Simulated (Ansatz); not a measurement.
## Electronic structure of CH4AlF2N (SMILES C[NH][Al]([F])[F]) in real space

The calculation's input:

```
crystal:
  periodic: [false, false, false]
  atoms:
    - {symbol: C, position_ang: [0.129500, -1.142898, 0.595498]}
    - {symbol: N, position_ang: [-0.389326, 0.190167, 0.356473]}
    - {symbol: Al, position_ang: [0.056558, 1.303741, -0.913634]}
    - {symbol: F, position_ang: [-0.648799, 2.781432, -1.020129]}
    - {symbol: F, position_ang: [1.191931, 0.885801, -2.022778]}
    - {symbol: H, position_ang: [-0.654226, -1.906270, 0.537349]}
    - {symbol: H, position_ang: [0.610671, -1.227740, 1.576121]}
    - {symbol: H, position_ang: [0.880541, -1.391054, -0.156930]}
    - {symbol: H, position_ang: [-1.088350, 0.460521, 1.030930]}
basis:
  gaussian: {orbitals: def2-TZVPP}
hamiltonian: {xc: pbe0, dispersion: d4}
output: {orbitals: {seedname: orbitals}}
```

Command:

```sh
ansatz run in.yaml --threads 2 --pin off --events-out ev --progress --plain --max-ram 32768MiB --backend cpu
```

Geometry: PBE0-D4/def2-TZVP.

These are results of Ansatz, RKS PBE0-D4/def2-TZVPP, not measurements.

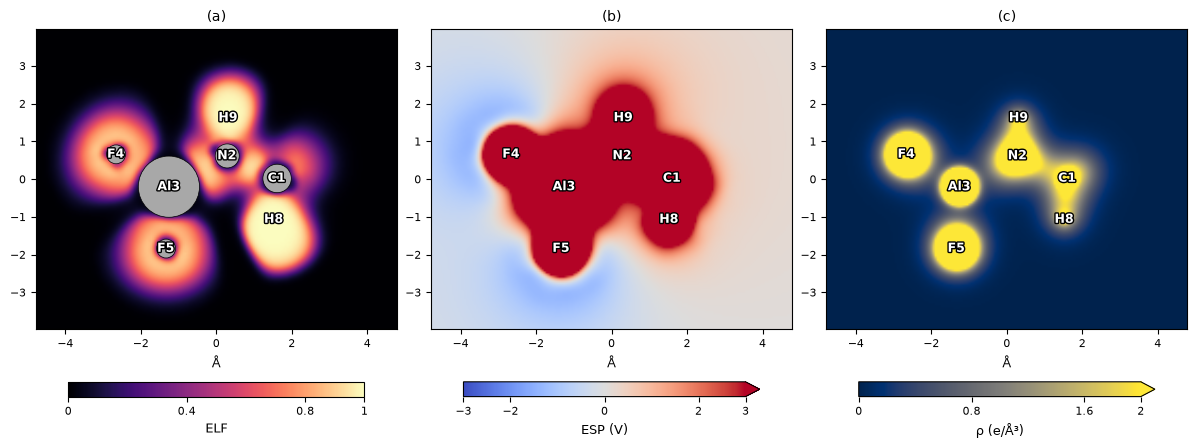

Figure 1. (a) electron localisation function; (b) electrostatic potential; (c) total electron density on the plane of atoms F4, Al3 and F5. Grey discs cover the atomic cores in the ELF map.

Describe what can be read from this map.

Answer.
- Atoms in the plane: C, N, Al, F and H.
- C–N (1.45 Å): ρ is about 1.9 e/Å³ halfway; the ELF peaks at about 0.90 between the atoms (a covalent bond).
- Al–F (1.64 Å): the density is about 0.94 e/Å³ at the midpoint; the ELF peaks at about 0.85 in the valence shell of F, 0.5 Å from its nucleus, and is about 0.30 at the midpoint.
- Al–N (1.75 Å): ρ at the midpoint is about 0.92 e/Å³; the ELF peaks at about 0.90 in the valence shell of N, 0.7 Å from its nucleus, and is about 0.65 at the midpoint.
- N–H (1.01 Å): ρ at the midpoint is about 2.9 e/Å³; the ELF climbs to about 1 towards the hydrogen, as it does in any bond to H (an ordinary covalent bond to hydrogen).
- C–H (1.09 Å): ρ at the midpoint is about 2 e/Å³; the ELF climbs to about 1 towards the hydrogen; a covalent bond by its length.
- The ELF also peaks beside F5 and F4, away from the bonds: lone-pair regions.
- Outside the dense part of the molecule the potential is most negative (−1.4 V) near F4.

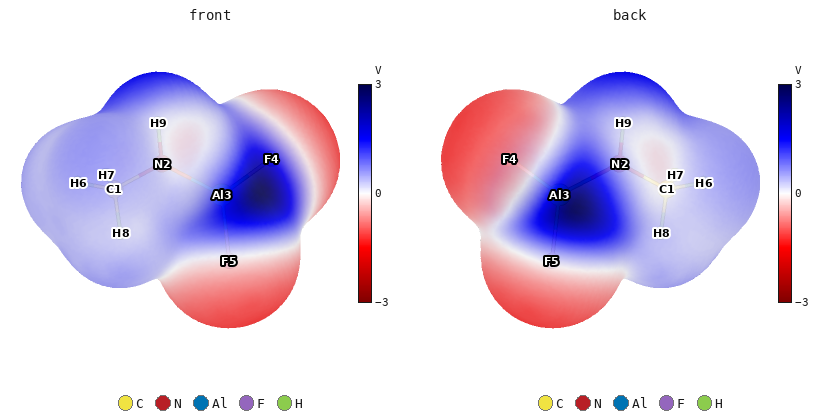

Figure 2. The electrostatic potential painted on the density surface at 0.001 e/bohr³, seen from the front and from behind; red is negative and blue positive.

Describe the electrostatic potential map.

Answer. The most negative region (about −1.1 V, or −25 kcal/mol for a unit charge) lies over F4 and F5, the most positive (about +2.8 V, or +65 kcal/mol for a unit charge) over Al3.

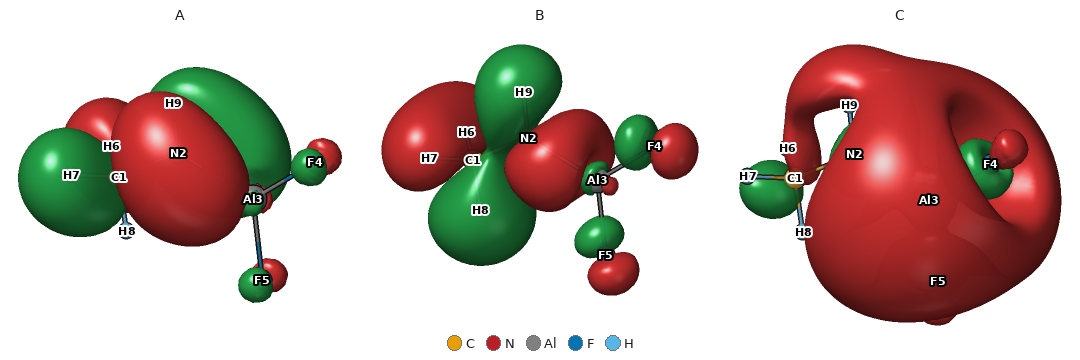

Figure 3. Three frontier orbitals at ±0.06 Å⁻³ᐟ² (green and red are the two phases), in no order.

Which picture is the HOMO−1, the HOMO and the LUMO?

Answer. B is the HOMO−1 (−10.18 eV). By Hirshfeld shares it lies mainly on N2 (about 25 %), C1 (about 25 %), H8 (about 15 %), Al3 (about 10 %), H9 (about 5 %), H7 (about 5 %) and H6 (about 5 %). A is the HOMO (−7.27 eV). It lies mainly on N2 (about 60 %) and C1 (about 10 %). C is the LUMO (−0.60 eV). It lies mainly on Al3 (about 65 %), N2 (about 10 %), F5 (about 10 %) and F4 (about 10 %).

What is the HOMO–LUMO gap?

Answer. 6.67 eV between the orbital energies.
